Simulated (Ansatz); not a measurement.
# C3H8Cl3GeN: vertical ionisation energy

Aim: the vertical ionisation energy of C3H8Cl3GeN, as cation minus neutral at the neutral's geometry, on several levels, and how well −ε(HOMO) stands in for it.

Method: unrestricted cation, the program's frozen cores in correlated methods; program: Ansatz 0.2.0, Gaussian basis.

Levels to be run: UKS PBE-D4/def2-TZVPP; UKS r2SCAN-D4/def2-TZVPP; UKS PBE0-D4/def2-TZVPP; UKS B3LYP-D4/def2-TZVPP; UKS wB97X-V/def2-TZVPP; UKS wB97M-V/def2-TZVPP; UKS B2PLYP/def2-TZVPP; UHF-CCSD(T)/def2-TZVPP; UHF-MP2/def2-QZVPP; extrapolation to the limit; then −ε(HOMO) from the neutral's earlier runs with LDA (SPW92), PBE-D4, revPBE-D4, BLYP-D4, r2SCAN-D4, B97M-V, PBE0-D4, B3LYP-D4, r2SCANh-D4, r2SCAN0-D4, HSE06-D4, BHLYP-D4, CAM-B3LYP-D4, LC-ωPBE, ωB97X-V, ωB97M-V.

## (1) The relaxed structure

All runs share one geometry, relaxed beforehand with PBE0-D4 in a triple-zeta def2 set.

SMILES `CC(C)[NH][Ge]([Cl])([Cl])[Cl]`, 16 atoms, charge 0, spin multiplicity 1.

Atoms are counted from 1 here; the program's logs count them from 0.

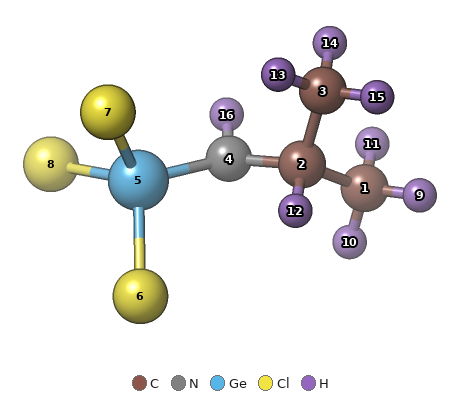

The geometry (carbon brown, nitrogen grey, germanium blue, chlorine yellow, hydrogen purple); atoms are numbered from 1 in the order of the file.

## (2) Cation, UKS PBE-D4/def2-TZVPP

The input, in.yaml:

```yaml
crystal:
  periodic: [false, false, false]
  atoms:
    - {symbol: C, position_ang: [-0.169182, -1.912379, 0.463969]}
    - {symbol: C, position_ang: [-0.387418, -0.460215, 0.073492]}
    - {symbol: C, position_ang: [-1.224164, 0.280704, 1.105536]}
    - {symbol: N, position_ang: [0.910115, 0.172713, -0.158485]}
    - {symbol: Ge, position_ang: [1.147682, 1.473768, -1.367323]}
    - {symbol: Cl, position_ang: [0.599129, 0.735929, -3.286279]}
    - {symbol: Cl, position_ang: [-0.003819, 3.261699, -1.083084]}
    - {symbol: Cl, position_ang: [3.199713, 2.025309, -1.327165]}
    - {symbol: H, position_ang: [-1.124137, -2.424453, 0.601983]}
    - {symbol: H, position_ang: [0.403964, -2.436146, -0.301973]}
    - {symbol: H, position_ang: [0.382904, -1.975474, 1.406981]}
    - {symbol: H, position_ang: [-0.918022, -0.443635, -0.885456]}
    - {symbol: H, position_ang: [-1.393323, 1.317015, 0.807960]}
    - {symbol: H, position_ang: [-0.717163, 0.283294, 2.075655]}
    - {symbol: H, position_ang: [-2.195423, -0.201739, 1.238804]}
    - {symbol: H, position_ang: [1.466546, 0.281010, 0.679487]}
basis:
  gaussian: {orbitals: def2-TZVPP}
total_charge: 1
magnetization: {spin_polarized: true, initial_magnetization: 1}
hamiltonian: {xc: pbe, dispersion: d4}
```

On the command line:

```
$ ansatz run in.yaml --threads 5 --pin off --events-out ev --progress --plain --max-ram 66560MiB --backend cuda --devices 0, --max-vram 37GiB
```

After this run come: Cation, UKS r2SCAN-D4/def2-TZVPP; Cation, UKS PBE0-D4/def2-TZVPP; Cation, UKS B3LYP-D4/def2-TZVPP; Cation, UKS wB97X-V/def2-TZVPP; Cation, UKS wB97M-V/def2-TZVPP; Cation, UKS B2PLYP (frozen core)/def2-TZVPP; Cation, UHF-CCSD(T)/def2-TZVPP; Cation, UHF-MP2/def2-QZVPP.

Before running them: what should the planned runs give, taken together? Wanted: ionisation energy, CCSD(T)/CBS; nearest functional by difference; nearest −ε(HOMO); −ε(HOMO) of PBE; T1 of the cation.

As calculated:

| quantity | value |
| --- | --- |
| ionisation energy, CCSD(T)/CBS | 9.70 eV |
| nearest functional by difference | ωB97X-V (-0.14 eV) |
| nearest −ε(HOMO) | ωB97M-V (+0.25 eV) |
| −ε(HOMO) of PBE | 6.24 eV |
| T1 of the cation | 0.017 |

**Reading.** Energy differences with functionals land within 0.58 eV of the reference. −ε(HOMO) of PBE misses by 3.5 eV, since self-interaction lifts the level. Among orbital estimates ωB97M-V comes nearest. Hartree-Fock falls 1.31 eV short, as the neutral has more correlation energy than the cation. The cation may have settled in a state other than its lowest; no search over hole states beyond the program's own was made. Correlated methods include outer-core shells of Ge, which these sets cover unevenly. With outer-core shells in play the reference is unsure by up to some tenths of an eV, so close misses can't be ranked.
